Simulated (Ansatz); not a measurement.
# Lattice dynamics of ScCd (Pm-3m), part 2 of 2

Wanted: vibrations and spectra of ScCd (Pm-3m); the cell is already relaxed. After the zone centre comes a 4×4×4 q mesh on a 12×12×12 k mesh.

Ansatz 0.2.0; DFT PBEsol, scalar-relativistic, plane waves, PAW; PAW set soft_1.

So far. Step 2 (Linear response at the zone centre): Before it was imposed, the acoustic sum rule was missed by 2.9e-5 eV/Å². Small misses are needed for a sound result but don't prove that mesh and cutoff are converged. The lowest optical mode is real, 176 cm⁻¹.

## 3. The dispersion (continued)

The phonon density of states has structure finer than the step of the table below, so its rows give means over 10 cm⁻¹, whole bins alone (the curve runs from 1 to 221 cm⁻¹). Peaks (cm⁻¹: height): 97.0: 0.154, 167.0: 0.0697, 201.0: 0.111.

Tetrahedra on a 20×20×20 mesh, mean over bins of 2 cm-1. Interpolated from a 4×4×4 q mesh. Table of phonon density of states by wavenumber; means over each step:

```csv
wavenumber (cm⁻¹),phonon density of states (1/cm⁻¹/cell)
10,2.2e-4
20,0.00118
30,0.00439
40,0.0199
50,0.0366
60,0.0381
70,0.0392
80,0.0423
90,0.0526
100,0.0655
110,0
120,1.0e-6
130,0.00208
140,0.00574
150,0.0107
160,0.0231
170,0.0520
180,0.0426
190,0.0488
200,0.0809
210,0.0303
```

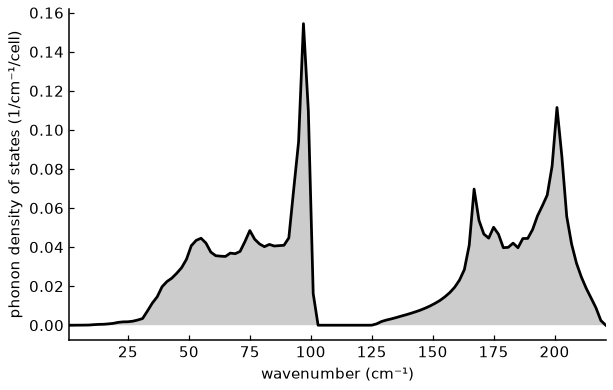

Phonon density of states against wavenumber.

The partial phonon density of states has structure finer than the step of the table below, so its rows give means over 20 cm⁻¹, whole bins alone (the curve runs from -10 to 236 cm⁻¹). Peaks (cm⁻¹: height): Cd 96.6: 0.112; Sc 167.7: 0.0512, 200.1: 0.0816.

Phonopy on the run's constants, 17x17x17 mesh, Gaussian sigma 2.0 cm-1. Interpolated from a 4×4×4 q mesh. Table of partial phonon density of states by wavenumber; means over each step; values in 1/cm⁻¹/cell:

```csv
wavenumber (cm⁻¹),Cd,Sc
0,4.5e-5,1.8e-5
20,0.00108,3.9e-4
40,0.0159,0.00383
60,0.0319,0.00629
80,0.0374,0.00432
100,0.0478,0.00103
120,2.5e-7,3.9e-4
140,1.4e-4,0.00599
160,0.00213,0.0259
180,0.00498,0.0395
200,0.00743,0.0558
220,0.00120,0.00643
```

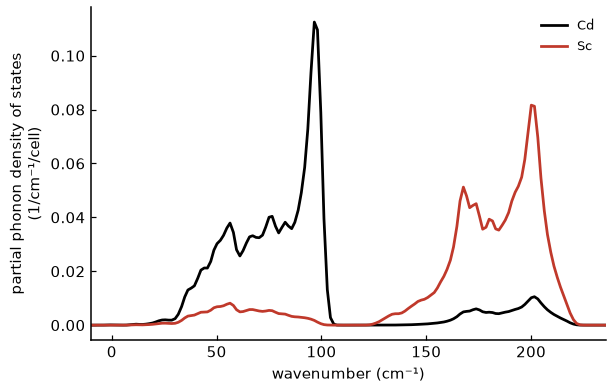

Partial phonon density of states against wavenumber.

Second derivatives of the energy by pair, one row for each kind of neighbour of each atom listed. Each entry sums the pair over the periodic images of the supercell that the q mesh stands for, and in a polar crystal it holds the long-range dipole part too. Force constants by pair, by row:

```csv
atom,neighbour,distance (Å),third of the trace (eV/Å²),along the pair's line (eV/Å²)
Sc1,itself,0,5.159,–
Sc1,Cd,3.018,-0.4479,-1.556
Sc1,Sc,3.485,-0.1633,-0.6181
Sc1,Sc,4.929,-0.0127,0.0635
Sc1,Cd,5.78,-0.0031,3.00e-4
Sc1,Sc,6.037,-0.0348,-0.1095
Sc1,Sc,6.971,-0.0065,-0.1083
Cd2,itself,0,3.872,–
Cd2,Sc,3.018,-0.4479,-1.556
Cd2,Cd,3.485,0.0223,0.0863
Cd2,Cd,4.929,-0.0086,-0.011
Cd2,Sc,5.78,-0.0031,3.00e-4
Cd2,Cd,6.037,-0.0022,-0.0105
Cd2,Cd,6.971,-0.0447,-0.1562
```

Harmonic thermodynamic functions per atom, from the density of states. Interpolated from a 4×4×4 q mesh. Thermodynamic functions, by row:

```csv
T (K),F_vib (meV/atom),S (J/mol-atom/K),C_V (J/mol-atom/K)
0,24.16,0,0
50,23.11,6.134,10.38
100,17.27,16.2,18.41
200,-7.67,30.77,22.93
300,-44.8,40.31,24.01
400,-90.35,47.28,24.41
500,-142.3,52.75,24.6
600,-199.3,57.24,24.7
700,-260.7,61.05,24.77
800,-325.7,64.36,24.81
900,-394,67.29,24.83
1000,-465.1,69.9,24.86
```

Harmonic mean-square displacement, third of the trace. Interpolated from a 4×4×4 q mesh. Mean square displacements, by row:

```csv
T (K),Sc1 U_eq (Å²),Cd2 U_eq (Å²)
0,0.00254,0.00201
100,0.00425,0.00482
300,0.01059,0.01355
600,0.02074,0.02692
```

Symmetry leaves 10 wavevectors to solve. The lowest mode among them, the acoustic zeros apart, lies at q = (0, -0.5, -0.5) and is real, 31.0 cm⁻¹.

## 4. Isotope substitution

An isotope changes the mass and not the force constants, so no new electronic calculation is needed; the shifts show which modes move this element.

The same force constants with the mass of Cd changed from 112.414 to 115.905 u (phonopy, no LO-TO term). Both lists are sorted by frequency; levels can cross, so a row need not hold one and the same mode. Modes under 3 cm⁻¹ are left out. Isotope shifts, by row:

```csv
q,rank,natural mass (cm⁻¹),changed mass (cm⁻¹)
0 0 0,4,176.5,175.7
0 0 0,5,176.5,175.7
0 0 0,6,176.5,175.7
0 0 0.25,1,67.66,66.83
0 0 0.25,2,67.66,66.83
0 0 0.25,3,77.92,76.89
0 0 0.25,4,170.4,169.9
0 0 0.25,5,170.4,169.9
0 0 0.25,6,189.1,188.8
0 0 -0.5,1,96.77,95.3
0 0 -0.5,2,97.24,95.76
0 0 -0.5,3,97.24,95.76
0 0 -0.5,4,165.6,165.6
0 0 -0.5,5,165.6,165.6
0 0 -0.5,6,201.4,201.4
0 0.25 0.25,1,37.62,37.17
0 0.25 0.25,2,82.85,81.76
0 0.25 0.25,3,97.88,96.4
0 0.25 0.25,4,160,159.7
0 0.25 0.25,5,183,183
0 0.25 0.25,6,199.5,198.8
```

A mode of this element alone would shift by -1.52 %. The highest zone-centre frequency without the field goes from 176.5 to 175.7 cm⁻¹ (-0.4 %). The product of the frequency ratios over all optical modes at Γ is 0.987; the product rule, (m/m′)^(3k/2) (M′/M)^(3/2) with k = 1 such atoms and M the mass of the cell, gives 0.987.

## 5. What came out

```
space group (within 0.01 Å)                             : Pm-3m
volume per atom                                         : 21.2 Å³
electronic character                                    : no gap on this mesh
highest optical mode at the zone centre (no LO-TO term) : 176 cm⁻¹
lowest optical zone-centre mode                         : 176 cm⁻¹
lowest mode on the q mesh (acoustic modes at Γ apart)   : 31.0 cm⁻¹
highest frequency on the path or at a solved wavevector : 220 cm⁻¹
zero-point energy per atom                              : 24.2 meV
heat capacity at 300 K                                  : 24.0 J/(mol atoms K)
vibrational entropy at 300 K                            : 40.3 J/(mol atoms K)
Debye temperature (second moment)                       : 265 K
imaginary modes on the 4×4×4 q mesh                     : none
```

The structure is a minimum as far as tested: no mode is imaginary at the 10 irreducible wavevectors of the 4×4×4 mesh, and the softest away from the acoustic zeros lies at 31 cm⁻¹. The optical modes at Γ form one degenerate level at 176 cm⁻¹. The highest mode in this list at Γ, 176.5 cm⁻¹, is mostly motion of Sc (71 % of the kinetic energy). On the path and the mesh, the widest gap between branches runs from 101 to 126 cm⁻¹. With no gap, or one that is small against the smearing, the frequencies hang on the k mesh and the smearing, most of all near Kohn anomalies. The phonon runs are without spin polarisation, although the cell has an odd electron count. The PAW files were made for PBE and serve the other functionals too. These are harmonic frequencies at zero temperature: anharmonic shifts, linewidths and thermal expansion are left out.

[Logs are printed without paths, hosts, clocks, repeated set-up lines and the standing remarks that a program may print on its own settings, such as how far it seeks lower states.]

[Hosts, paths, dates, database ids (printed as entryN), source tags and the programs' standing remarks are cut or masked in the printed files.]
